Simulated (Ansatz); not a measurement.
**CH2AlN (SMILES N#[C][AlH2]): CCSDT/STO-3G**

What is the vertical ionisation energy of CH2AlN at CCSDT/STO-3G? 

The results are computed with Ansatz 0.2.0.

72 further runs of the same task are left out: 3 that didn't finish, 69 set aside as unsound or not needed.

## (1) The molecule

CH2AlN: 5 atoms, total charge 0, spin state singlet. As SMILES, `N#[C][AlH2]`. The coordinates come from a PBE0-D4/def2-TZVP relaxation.

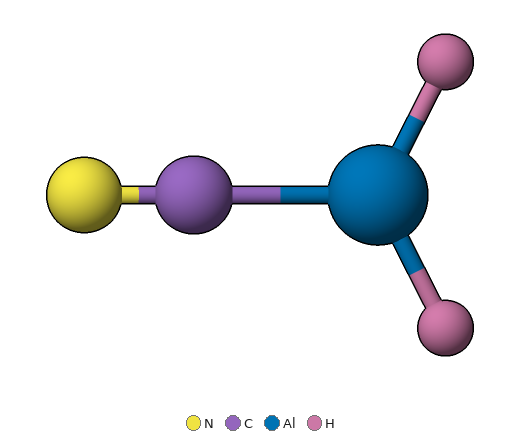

The structure, seen from a chosen angle (nitrogen yellow, carbon purple, aluminium blue, hydrogen pink).

## (2) The energy at CCSDT/STO-3G

The input, job.yaml:

```yaml
crystal:
  periodic: [false, false, false]
  atoms:
    - {symbol: N, position_ang: [1.382300, -1.346000, 1.394200]}
    - {symbol: C, position_ang: [0.714200, -0.698000, 0.711800]}
    - {symbol: Al, position_ang: [-0.407200, 0.390000, -0.434600]}
    - {symbol: H, position_ang: [-1.629700, -0.322900, -1.120200]}
    - {symbol: H, position_ang: [-0.009700, 1.903200, -0.592600]}
basis:
  gaussian:
    orbitals: STO-3G
correlation:
  method: ccsdt
  frozen_orbitals: {Al: 5, C: 1, H: 0, "N": 1}
accuracy: high
scf:
  omitted_lower_state_checks: [cluster_reference, increment]
```

Started as:

```sh
$ ansatz run job.yaml --threads 1 --pin off --max-ram 2610MiB --events-out events.jsonl --progress --plain --runs-dir runs
```

Output, shortened:

```text
Warning: RAYON_NUM_THREADS=1 ignored (pool sized by the plan → 1); use --threads N
Functional definition: HF
  name "HF"
[...]
374 factors; integrals over basis functions are off by at most 9.3e-9 eV
[...]
mean field -9015.56094448 eV, -331.3157537431 hartree, gradient 7.4e-8 eV, S^2 0.000000; 0 other end points of the search recorded, 0 dependent functions left out
7 core orbitals not correlated: weight in the atoms' cores, before any rotation towards them, 0.999 or more for the frozen orbitals, at most 0.000 for the correlated occupied ones
reference -9015.56094448 eV, -331.3157537431 hartree; 7, 7 occupied and 7, 7 virtual orbitals, 374 factors
second order -4.86550227 eV of doubles, -0.00000000 eV of singles
cycle   1  -4.95115863 eV  change   -8.6e-2 eV  update   7.2e-2
[...]
cycle  23  -5.36168547 eV  change   9.4e-10 eV  update  7.7e-10
Total energy: -9020.92262995 eV, -331.5127920496 hartree
Checks for a lower state left out: cluster_reference, increment
```

Wall time 0.46 s (1 thread of Arm Neoverse V1, shared host).

## (3) The doublet cation at the same level

The input, input.yaml:

```yaml
crystal:
  periodic: [false, false, false]
  atoms:
    - symbol: "N"
      position_ang: [1.382300, -1.346000, 1.394200]
    - symbol: C
      position_ang: [0.714200, -0.698000, 0.711800]
    - symbol: Al
      position_ang: [-0.407200, 0.390000, -0.434600]
    - symbol: H
      position_ang: [-1.629700, -0.322900, -1.120200]
    - symbol: H
      position_ang: [-0.009700, 1.903200, -0.592600]
basis:
  gaussian: {orbitals: STO-3G}
total_charge: 1
magnetization: {spin_polarized: true, initial_magnetization: 1}
correlation: {method: ccsdt, frozen_orbitals: {Al: 5, C: 1, H: 0, "N": 1}}
accuracy: high
scf: {omitted_lower_state_checks: [cluster_reference, increment]}
```

Started as:

```sh
$ ansatz run input.yaml --threads 1 --pin off --max-ram 2610MiB --events-out events.jsonl --progress --plain --runs-dir runs
```

Output, shortened:

```text
Warning: RAYON_NUM_THREADS=1 ignored (pool sized by the plan → 1); use --threads N
[... 2 set-up lines as earlier in the session ...]
[...]
374 factors; integrals over basis functions are off by at most 9.3e-9 eV
[...]
mean field -9006.83395079 eV, -330.9950426401 hartree, gradient 1.9e-8 eV, S^2 1.068205; 16 other end points of the search recorded, 0 dependent functions left out
7 core orbitals not correlated: weight in the atoms' cores, before any rotation towards them, 0.999 or more for the frozen orbitals, at most 0.001 for the correlated occupied ones
reference -9006.83395079 eV, -330.9950426401 hartree; 7, 6 occupied and 7, 8 virtual orbitals, 374 factors
second order -3.61849342 eV of doubles, -0.00000000 eV of singles
cycle   1  -4.04732073 eV  change   -4.3e-1 eV  update   1.1e-1
[...]
cycle  46  -5.20706228 eV  change   -1.3e-9 eV  update   1.1e-9
Total energy: -9012.04101307 eV, -331.1863986494 hartree
Checks for a lower state left out: cluster_reference, increment
```

Run time: 1.9 s. Hardware: 1 thread of Arm Neoverse V1, shared host.

## (4) What came out

Level: CCSDT/STO-3G, 7 core orbitals frozen.

| quantity | value |
| --- | --- |
| singlet CH2AlN: total energy | -331.51279 Eh |
| singlet CH2AlN: correlation energy (7 core orbitals frozen) | -197.0 mEh |
| singlet CH2AlN: T1 diagnostic | 0.007 |
| doublet cation: total energy | -331.18640 Eh |
| doublet cation: correlation energy (7 core orbitals frozen) | -191.4 mEh |
| doublet cation: ⟨S²⟩ of the reference determinant | 1.068 |
| doublet cation: T1 diagnostic | 0.074 |
| vertical ionisation energy (to the doublet cation) | 8.882 eV |

In words: The vertical ionisation energy comes to 8.88 eV (857 kJ/mol). In a minimal basis such a difference can be off by several eV, whatever the method. ⟨S²⟩ (doublet cation) is 1.07 where a pure doublet has 0.75: the reference is spin-contaminated. The T1 diagnostic (doublet cation) of 0.074 is above the customary mark for such species, so a single reference may not serve.
